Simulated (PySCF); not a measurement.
**What a change does: excited-state calculation on CH$_{9}$NOSi$_{2}$**

System: CH$_{9}$NOSi$_{2}$.
Method of the first run: TDDFT PBE0/def2-SVPD, vertical, gas phase, core orbitals frozen in the response (PySCF 2.14.0).

The geometry comes from this level: PBE0-D3(BJ)/def2-SVP. Text and figures count atoms from 1; the logs count them from 0 in places.

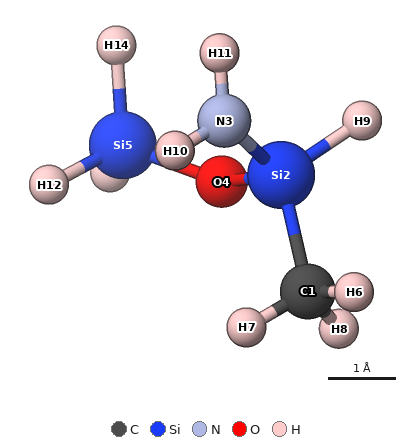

The structure as given in the input (ball-and-stick view, seen at a tilt; atoms are numbered from 1 in the order of the input). Bond lengths as drawn: C–H 1.10 Å, C–Si 1.86 Å, H–N 1.01 Å, H–Si 1.49 to 1.50 Å, N–Si 1.72 Å and O–Si 1.65 to 1.68 Å.

### Input, the first run
```
{"job": {"kind": "uv", "xc": "PBE0", "basis": "def2-SVPD", "ip": true}, "charge": 0, "multiplicity": 1}
C     -1.916108    -1.005650     0.203699
Si    -0.574131     0.007642     1.003191
N     -0.658121     1.634834     0.446521
O      0.888243    -0.726231     0.634703
Si     2.299365    -0.248225    -0.084807
H     -2.913624    -0.654367     0.507638
H     -1.846766    -0.941524    -0.894114
H     -1.816970    -2.065921     0.481340
H     -0.672565     0.045586     2.489334
H     -0.822427     1.867676    -0.525522
H     -0.213388     2.396594     0.943843
H      2.068478     0.173317    -1.502612
H      3.247165    -1.398478    -0.075467
H      2.923956     0.899836     0.644600
```

The first line tells a small driver script what to run in PySCF; the rest is the geometry in Å.

Launched with:
```bash
OMP_NUM_THREADS=1 python <driver script> task.json out
```

Hardware: 1 CPU thread, shared host.

### Output (the first run)
```
coarse grid: 12064 points
cycle   1  E = -751.6371812889  dE =  1.853e-01  |g| = 8.026e-01  |ddm| = 4.549e+00
cycle   2  E = -751.4165572569  dE =  2.206e-01  |g| = 1.311e+00  |ddm| = 2.435e+00
cycle   3  E = -751.7625982642  dE = -3.460e-01  |g| = 1.446e-01  |ddm| = 1.530e+00
cycle   4  E = -751.7666187966  dE = -4.021e-03  |g| = 5.261e-02  |ddm| = 2.634e-01
cycle   5  E = -751.7672132365  dE = -5.944e-04  |g| = 1.204e-02  |ddm| = 7.833e-02
cycle   6  E = -751.7672468023  dE = -3.357e-05  |g| = 2.763e-03  |ddm| = 1.676e-02
cycle   7  E = -751.7672487362  dE = -1.934e-06  |g| = 4.896e-04  |ddm| = 4.412e-03
final grid: 105608 points
cycle   8  E = -751.8620833861  dE = -1.028e-05  |g| = 9.032e-03  |ddm| = 6.301e-02
cycle   9  E = -751.8620596339  dE =  2.375e-05  |g| = 1.409e-02  |ddm| = 2.603e-02
cycle  10  E = -751.8621005660  dE = -4.093e-05  |g| = 1.260e-03  |ddm| = 1.640e-02
cycle  11  E = -751.8621009244  dE = -3.584e-07  |g| = 8.816e-05  |ddm| = 1.419e-03
cycle  12  E = -751.8621009256  dE = -1.254e-09  |g| = 6.559e-05  |ddm| = 3.544e-04
cycle  13  E = -751.8621009266  dE = -9.343e-10  |g| = 1.503e-05  |ddm| = 9.211e-05
converged SCF energy = -751.8621009266

Static polarisability (au): isotropic 76.549, principal 70.510 74.746 84.391

Singlet excitations
state   eV       nm        f      main configurations
  1   6.6372    186.8   0.06514   H->L 0.86, H->L+1 0.09
  2   7.1632    173.1   0.00077   H-1->L 0.88
  3   7.2558    170.9   0.01609   H->L+1 0.78, H->L 0.11
  4   7.6664    161.7   0.00212   H->L+2 0.91
  5   7.7135    160.7   0.02241   H-1->L+1 0.86, H-1->L 0.09
  6   7.8391    158.2   0.02893   H-2->L 0.72, H-2->L+1 0.10
  7   7.9331    156.3   0.00350   H->L+3 0.73
  8   8.0703    153.6   0.00230   H->L+5 0.46, H->L+4 0.21, H->L+6 0.13
  9   8.2147    150.9   0.11361   H-1->L+2 0.90
 10   8.2932    149.5   0.00540   H->L+4 0.57, H->L+6 0.21

Triplet excitations (Tamm-Dancoff, eV): 6.2652 6.8694 6.9436 7.4182
Vertical ionisation energy (delta-SCF) = 9.7915 eV
```

For the second run the input was changed thus:
```diff
-"basis": "def2-SVPD"
-"ip": true
+"basis": "6-31G*"
```

Predict how the results change.

The total energy of the second run is 153.2 kcal/mol lower, which measures the change of basis and not a stability. The HOMO goes from −7.68 to −7.32 eV. The LUMO goes from 0.21 to 0.86 eV. The dipole moment goes from 1.48 to 1.71 D. The lowest excitation goes from 6.64 to 7.13 eV. The strongest computed line goes from 8.21 to 9.11 eV. Diffuse functions give room to the loosely bound empty orbitals, which lowers the LUMO. The number of SCF iterations is the same. The basis functions go from 183 to 96.

### Output (the second run)
```
coarse grid: 12064 points
cycle   1  E = -752.0292708535  dE =  2.302e-01  |g| = 8.230e-01  |ddm| = 3.168e+00
cycle   2  E = -751.8245018811  dE =  2.048e-01  |g| = 1.295e+00  |ddm| = 1.648e+00
cycle   3  E = -752.1616280163  dE = -3.371e-01  |g| = 1.483e-01  |ddm| = 1.135e+00
cycle   4  E = -752.1659212146  dE = -4.293e-03  |g| = 4.874e-02  |ddm| = 1.463e-01
cycle   5  E = -752.1664353994  dE = -5.142e-04  |g| = 1.070e-02  |ddm| = 4.406e-02
cycle   6  E = -752.1664617544  dE = -2.635e-05  |g| = 2.486e-03  |ddm| = 1.053e-02
cycle   7  E = -752.1664633455  dE = -1.591e-06  |g| = 2.978e-04  |ddm| = 2.473e-03
final grid: 105608 points
cycle   8  E = -752.1062828930  dE = -6.581e-06  |g| = 8.588e-03  |ddm| = 1.332e-02
cycle   9  E = -752.1062646559  dE =  1.824e-05  |g| = 1.275e-02  |ddm| = 1.591e-02
cycle  10  E = -752.1062991862  dE = -3.453e-05  |g| = 1.233e-03  |ddm| = 9.659e-03
cycle  11  E = -752.1062995149  dE = -3.286e-07  |g| = 6.759e-05  |ddm| = 9.446e-04
cycle  12  E = -752.1062995153  dE = -4.752e-10  |g| = 6.453e-05  |ddm| = 1.208e-04
cycle  13  E = -752.1062995162  dE = -8.990e-10  |g| = 1.081e-05  |ddm| = 5.490e-05
converged SCF energy = -752.1062995162

Static polarisability (au): isotropic 60.180, principal 55.767 58.551 66.222

Singlet excitations
state   eV       nm        f      main configurations
  1   7.1261    174.0   0.06834   H->L 0.90
  2   7.4107    167.3   0.00553   H-1->L 0.95
  3   7.6407    162.3   0.02456   H->L+1 0.88
  4   8.1447    152.2   0.01496   H-2->L 0.92
  5   8.4091    147.4   0.01329   H->L+2 0.97
  6   8.5779    144.5   0.00439   H-1->L+1 0.96
  7   8.8249    140.5   0.00102   H-3->L 0.84
  8   8.8985    139.3   0.00136   H->L+3 0.55, H->L+6 0.23, H->L+4 0.13
  9   9.0702    136.7   0.01672   H->L+4 0.59, H->L+3 0.20, H-1->L+2 0.15
 10   9.1088    136.1   0.08230   H-1->L+2 0.69

Triplet excitations (Tamm-Dancoff, eV): 6.6338 7.0864 7.1338 7.7238
```

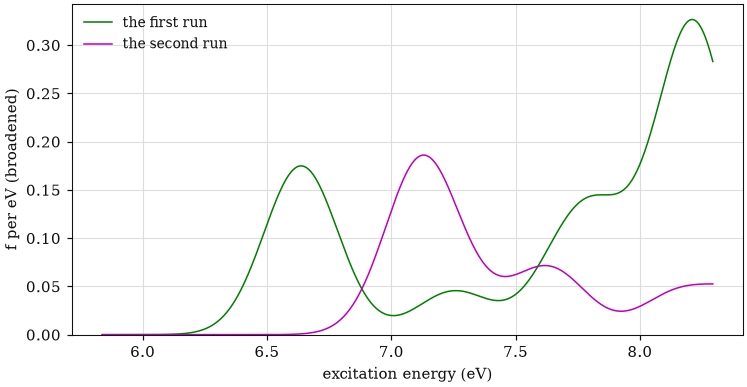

Absorption of the two runs from their computed states, each broadened by a Gaussian of 0.35 eV full width; the range ends where the shorter list of states ends.

### The two runs side by side

```tsv
quantity	the first run	the second run
outcome	converged	converged
total energy (hartree)	−751.862101	−752.106300
HOMO (eV)	−7.68	−7.32
LUMO (eV)	0.21	0.86
dipole moment (D)	1.48	1.71
lowest excitation (eV)	6.64	7.13
SCF iterations	13	13
strongest computed line (eV)	8.21	9.11
basis functions	183	96
wall time (shared host)	87 s	11 s
```
